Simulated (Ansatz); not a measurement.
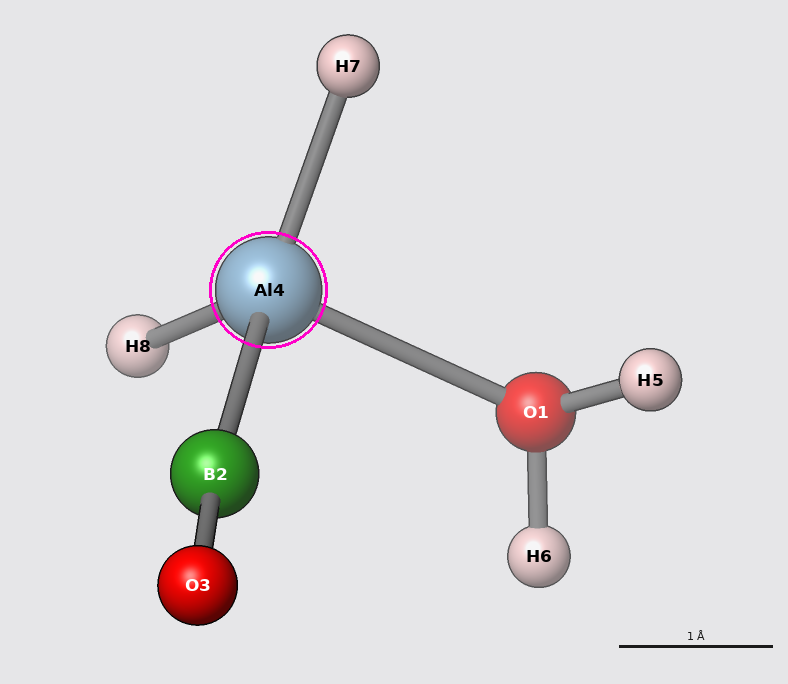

Orthographic view. Depth is shown by fading: the farther an atom, the more it takes the colour of the background. Computed geometry: PBE0-D4/def2-TZVP optimisation. No frequency run is at hand to confirm it as a minimum.

**Name the neighbours of the circled atom.**

The circled atom is Al4; it is bonded to O1, B2, H7, H8.

**Which atom is farthest from the viewer?**

H8, 1.6 Å behind the mean position.

**Of B2 and Al4, which is nearer the viewer?**

B2; the bond to Al4 points away from the viewer, so it looks shorter than its 2.13 Å.

**Which atom is nearest the viewer?**

O3, 2.4 Å in front of the mean position.
